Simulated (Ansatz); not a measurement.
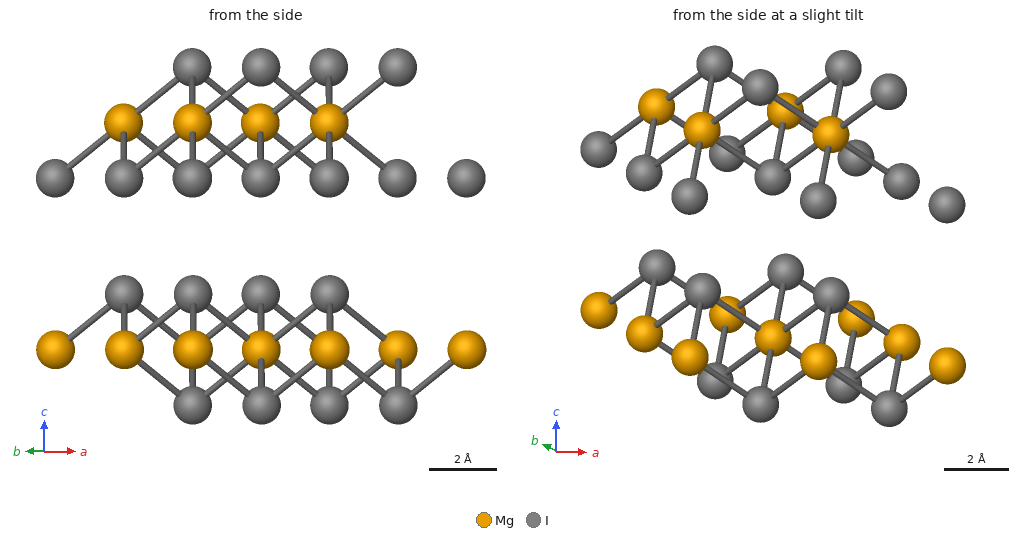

A ball-and-stick picture of a periodic slab, seen from the side and from the side at a slight tilt. The surface normal points up in side views; the vacuum is left out. 1×2 cells are drawn in the plane, with atoms at the edges repeated.

The cell holds 4 Mg, 8 I.

> Which species face the vacuum on either side?

The top face ends in I, the bottom face in I. The two faces are alike.

> What is the thickness of the slab?

About 10 Å from the lowest to the highest atom.

> What is the order of the atomic planes, starting from the top?

Six planes: I / Mg / I / I / Mg / I.

It derives from a structure type filled with these elements by a generator (whether the compound takes this form wasn't checked). What is shown is the relaxed result from DFT PBE+D3(BJ), scalar-relativistic, plane waves, PAW (Ansatz).
